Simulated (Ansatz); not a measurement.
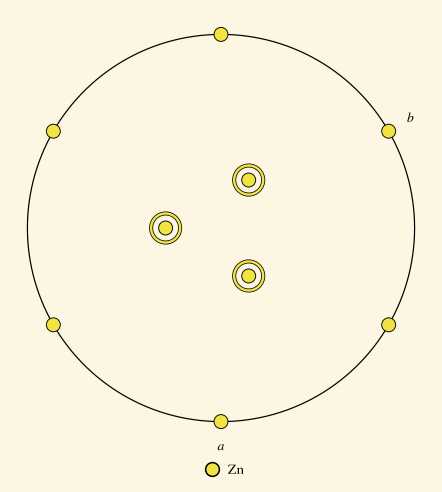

For Zn, the input geometry of an electronic-structure calculation (not necessarily at equilibrium); the starting structure was generated, so it need not be a known form of this composition: directions from one zinc atom at (1/3, 2/3, 1/4) to its bonded neighbours, in stereographic projection down c (filled: above the plane of the page or in it, open: below). Geometry calculated from the standardised cell; symmetry tolerance 0.002 Å.

Neighbours are counted up to 2.92 Å for Zn.

```
CELL_PARAMETERS angstrom
2.60646 0.00000 0.00000
-1.30323 2.25726 0.00000
0.00000 0.00000 9.65770
ATOMIC_POSITIONS crystal
Zn 0.00000 0.00000 0.00000
Zn 0.00000 0.00000 0.50000
Zn 0.33333 0.66667 0.25000
Zn 0.66667 0.33333 0.75000
```

> How many neighbours are there, and at what angles?

12: 6 Zn at 2.61 Å, 6 Zn at 2.84 Å. Angles between bonds: 55° (6×), 60° (6×), 63° (12×), 90° (12×), 116° (3×), 117° (12×), 120° (6×), 149° (6×), 180° (3×).

> What is the site's symmetry in the crystal?

Point group -6m2 (D3h), order 12: one −6 axis, three twofold axes, four mirror planes. In P6₃/mmc, No. 194 this is Wyckoff position 2c.
